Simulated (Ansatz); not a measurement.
The figure comes from a scan of LiNbO3 (LiNbO3 type, space group R3c): a phonon pattern at Γ is frozen into a 10-atom cell, Q being the largest atomic displacement. Level of theory: PBE (plane waves to 420 eV, PAW, scalar-relativistic; Ansatz, an electronic-structure program). k mesh 8×8×8 (Γ-centred), Fermi-Dirac smearing 0.05 eV. The energy includes the smearing's −TS. LiNbO3 is run without spin polarisation. LiNbO3 was relaxed with its symmetry unable to fall. The zero of ΔE is the undisplaced structure.

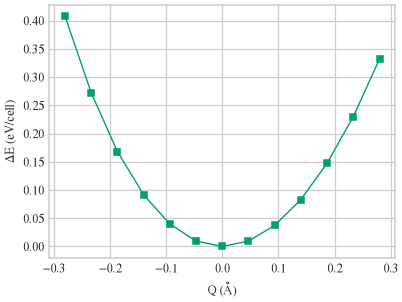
Figure: ΔE (eV/cell) against Q (Å); computed points joined by lines.

List the plotted points as numbers.

To the nearest 0.01:

```tsv
Q (Å)	ΔE (eV/cell)
-0.280	0.41
-0.233	0.27
-0.187	0.17
-0.140	0.09
-0.093	0.04
-0.047	0.01
0.000	0.00
0.047	0.01
0.093	0.04
0.140	0.08
0.187	0.15
0.233	0.23
0.280	0.33
```

(For displaced atoms, the force is minus the slope of the energy, and its curvature is a force constant, which sets phonon frequencies.)
